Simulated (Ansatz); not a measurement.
```xyz
7

F     2.2842    0.2252   -1.0148
N     0.3249   -0.8548    0.5644
N    -0.5198    0.2963   -1.8721
Si    0.7485   -0.0800   -0.8248
H     0.9850   -1.1464    1.2886
H    -0.3842    0.7676   -2.7790
H    -0.6487   -1.0886    0.7736
```

Geometry: B3LYP-D3(BJ)/def2-SVP.

Theory: isolated molecule in a Gaussian basis; Kohn-Sham density functional theory, functional PBE0 (Ansatz 0.2.0).

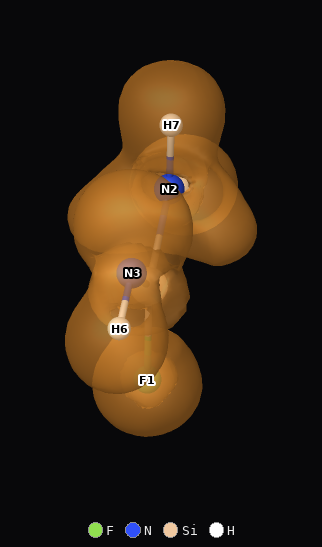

FH3N2Si (charge +1, doublet). Isosurface of the ELF at 0.75 (orange), seen at an oblique angle. Only the valence region is drawn (cores and ρ < 0.01 e/Å³ removed).

**Describe the localisation domains.**

The surface consists of one region wrapped around F (its lone pairs, merged into a ring or cap), one joined region spread over several atoms (H, N), in which their bonds and any lone pairs are merged and one joined region spread over several atoms (H, N, Si), in which their bonds and any lone pairs are merged. Profiles from the grid: Si–F (1.58 Å): the ELF peaks at about 0.80 in the valence shell of F, 0.6 Å from its nucleus, and is about 0.55 at the midpoint. Si–N (1.65 Å): the ELF peaks at about 0.90 between the atoms (a short, strongly polar bond).
